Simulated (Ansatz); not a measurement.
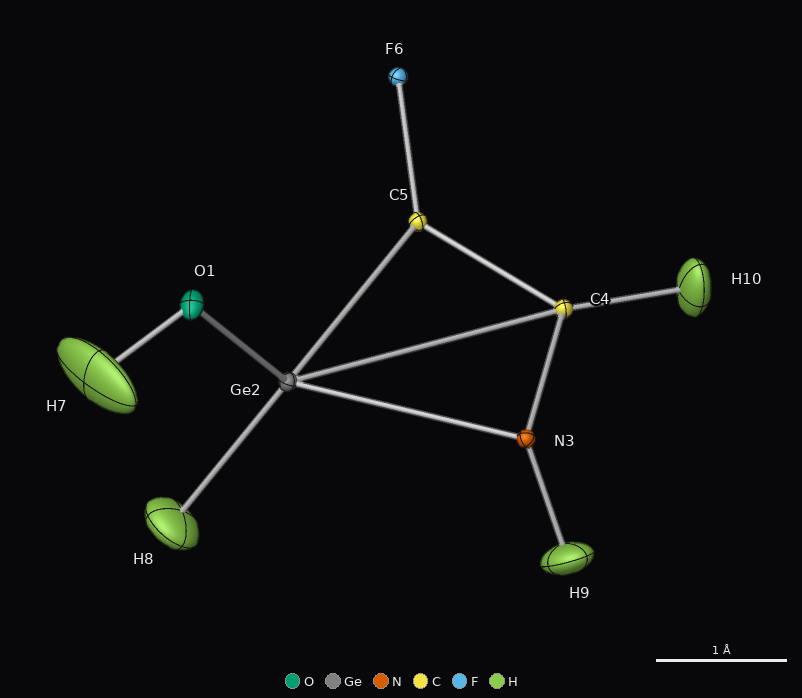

Displacement ellipsoids at the 50 % level, from the internal vibrations of the free molecule (harmonic, no overall translation or rotation; no half-axis is drawn under 0.075 Å). Vibrations computed with RKS PBE0-D4/def2-TZVP (Ansatz 0.2.0). Temperature: 100 K.

Give the displacement parameters, one line for each set of equivalent atoms.

```csv
atom,U_eq (Å²),rms amplitudes (Å)
O1,0.0040,"0.035, 0.061, 0.085"
Ge2,0.00037,"0.015, 0.018, 0.023"
N3,0.0017,"0.037, 0.040, 0.046"
C4,0.0021,"0.035, 0.039, 0.059"
C5,0.0019,"0.035, 0.040, 0.055"
F6,0.0017,"0.029, 0.034, 0.055"
H7,0.0397,"0.089, 0.157, 0.294"
H8,0.0205,"0.090, 0.154, 0.172"
H9,0.0161,"0.078, 0.127, 0.162"
H10,0.0185,"0.080, 0.125, 0.183"
```
